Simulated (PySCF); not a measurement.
C3H8S, SMILES CCCS at its GFN2-xTB optimised geometry (Å):

```
12

C      1.8631    -0.4730     0.0000
C      0.3390    -0.4730     0.0000
C     -0.2069     0.9454     0.0000
S     -2.0311     0.9883     0.0918
H      2.2457     0.0434    -0.8778
H      2.2398    -1.4926    -0.0090
H      2.2454     0.0278     0.8866
H     -0.0313    -0.9992     0.8823
H     -0.0273    -1.0029    -0.8833
H      0.1270     1.4920     0.8818
H      0.0987     1.4926    -0.8925
H     -2.2457     0.3144    -1.0366
```

Level of theory: B3LYP/def2-TZVP (PySCF 2.14.0). Cells within 0.4 Å of a nucleus heavier than hydrogen are left out (blank, or x).

Map of the deformation density (molecule minus spherical neutral atoms) (e/bohr³) on the plane z = 0.0 Å:

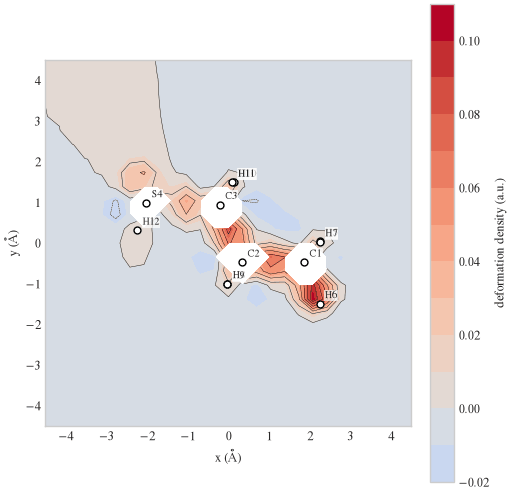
Figure: Deformation density (molecule minus spherical neutral atoms) (e/bohr³) on the plane z = 0.0 Å.
